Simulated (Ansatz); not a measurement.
# Calculations on BSiNH₇F

## 1. Relaxation

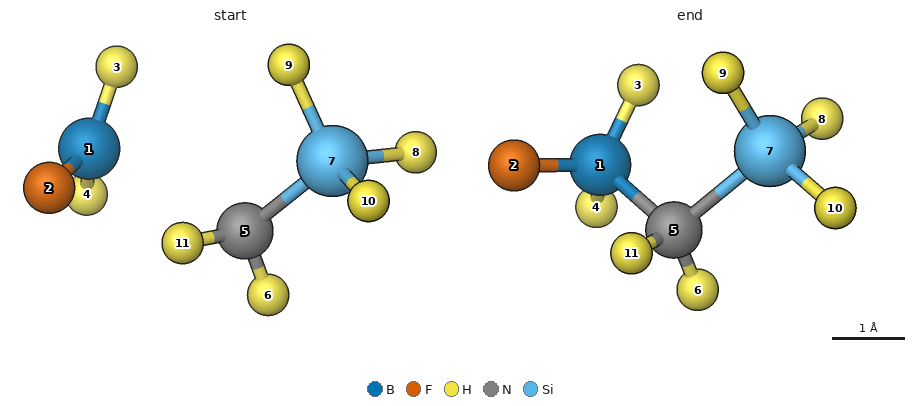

The structure of BSiNH7F before (left) and after (right) a relaxation, at one scale.

Style: ball-and-stick. Shown at a tilt.

The run prepares an end point of a later path (reaction) calculation, from a guessed geometry.

The calculation used RKS PBE-D4/cc-pVDZ (Ansatz 0.2.0).

The input:
```yaml
crystal:
  periodic: [false, false, false]
  atoms:
    - { symbol: B, position_ang: [0.088817, 0.339201, -0.347369] }
    - { symbol: F, position_ang: [-0.64428, 0.836928, 0.661736] }
    - { symbol: H, position_ang: [1.298997, 0.437212, -0.259628] }
    - { symbol: H, position_ang: [-0.512079, -0.053174, -1.33111] }
    - { symbol: "N", position_ang: [-0.159411, -1.879134, 1.235395] }
    - { symbol: H, position_ang: [-0.863838, -2.580411, 0.973085] }
    - { symbol: Si, position_ang: [1.209597, -2.481522, 2.198461] }
    - { symbol: H, position_ang: [1.775753, -3.666951, 1.457047] }
    - { symbol: H, position_ang: [2.224138, -1.370114, 2.275855] }
    - { symbol: H, position_ang: [0.870965, -2.921499, 3.612007] }
    - { symbol: H, position_ang: [-0.655358, -1.051434, 1.632121] }
basis:
  gaussian: { orbitals: cc-pVDZ }
hamiltonian:
  xc: pbe
  dispersion: d4
relax:
  f_tol: 0.03
  max_steps: 50
output:
  orbitals: {}
```

Command:
```bash
ansatz run input.yaml --threads 2 --pin off --max-ram 3072MiB --backend cpu --events-out ev --progress --plain --runs-dir out
```

What changed between the two?

Answer. The largest move after the best rigid fit is that of H8, 1.00 Å. Largest moves by element: H 1.00 Å, B 0.80 Å, N 0.44 Å, Si 0.39 Å, F 0.33 Å. Near-neighbour distances that change, for instance: B1–Si7 3.962 → 2.847 Å, B1–N5 2.736 → 1.689 Å, B1–F2 1.343 → 1.417 Å, N5–Si7 1.779 → 1.838 Å. New bonds form, among them: B1–N5 (2.74 → 1.69 Å). Among the angles between lasting bonds that change: H3–B1–H4 125.1° → 114.9°, N5–Si7–H10 115.5° → 108.1°, F2–B1–H3 117.3° → 113.1°. The energy falls by 17.4 kcal/mol in 11 geometry steps. Largest force component: 0.68 eV/Å at the start, 0.023 eV/Å at the end.

## 2. Relaxation

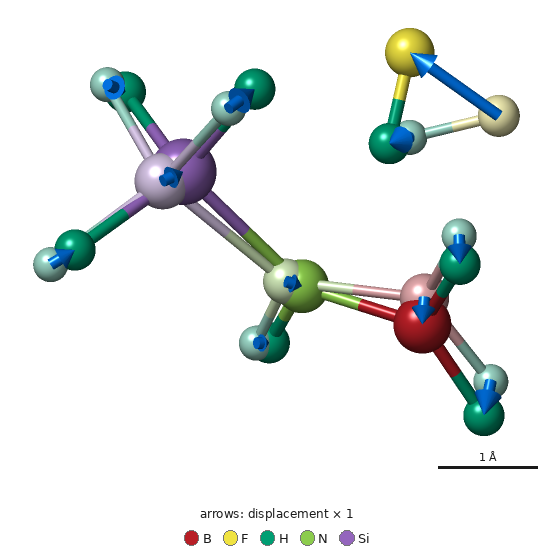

A relaxation of BSiNH7F. The starting structure is drawn faded, the final one solid; blue arrows show the displacements, at their true length. The two geometries are superimposed by the best rigid fit.

Style: ball-and-stick. Shown at a tilt.

The run prepares an end point of a later path (reaction) calculation, from a guessed geometry.

The calculation used Ansatz, RKS PBE-D4/cc-pVDZ. Settings: no spin polarisation; force threshold 0.03 eV/Å; at most 50 steps.

What happened in the run?

After 12 accepted moves (14 points after the start) the energy has fallen by 3.68 kcal/mol. The largest force component goes from 1.6 to 0.014 eV/Å. The line search rejected the trial steps at points 2, 10 of the run. The atom that moves furthest after the best rigid fit is the F atom (1.12 Å). Largest moves by element: F 1.12 Å, H 0.42 Å, B 0.28 Å, Si 0.27 Å, N 0.18 Å. Near-neighbour distances that change, for instance: B–N 1.489 → 1.419 Å, N–Si 1.787 → 1.813 Å, F–H 0.934 → 0.952 Å, H–Si 1.512 → 1.503 Å. Among the angles between lasting bonds that change: H–Si–H 110.2° → 112.8°, N–Si–H 110.6° → 108.3°.

Limits of the set-up: the start holds two separate molecules, 2.3 Å apart at their closest, whose relative position is a soft coordinate.

## 3. Path

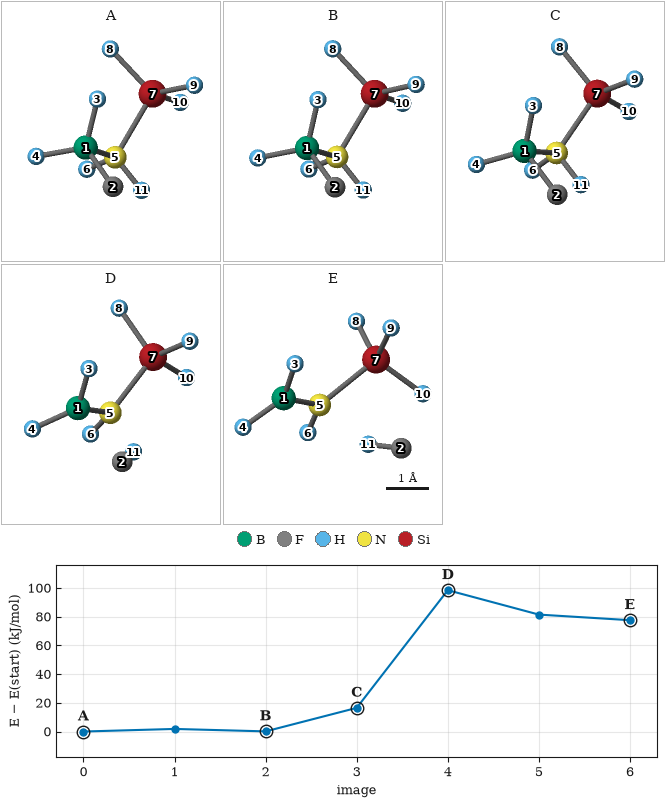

A search for the minimum-energy path of BSiNH$_{7}$F by the nudged elastic band. Images are numbered from 0 (start) to 6 (end). Frames A to E are images 0, 2, 3, 4, 6. A ball-and-stick model, seen from a free direction.

The calculation used RKS PBE-D4/cc-pVDZ in Ansatz. Settings: 5 movable images; climbing image; force threshold 0.05 eV/Å; iteration limit 60; starting path through a guess of the saddle point.

Read off the barrier and say what moves.

Forward barrier 98.4 kJ/mol, backward barrier 20.9 kJ/mol, with image 4 at the top; the reaction energy is +77.5 kJ/mol. The path has more than one stage, and so few images may leave a stage unresolved. Breaking: B1–F2 (1.42 → 1.82 at the top → 3.14 Å), N5–H11 (1.03 → 1.46 at the top → 1.88 Å). Forming: F2–H11 (2.29 → 1.07 at the top → 0.95 Å). The band converged in 15 iterations. The largest component of the band force went from 7.2 to 0.042 eV/Å. The climbing image converged on the top of the path. Its vibrational analysis gives one imaginary mode (466i cm⁻¹), as a transition state must have.

The run took 110 s on 2 threads of Arm Neoverse V2, on a shared host, peak memory 0.14 GiB.
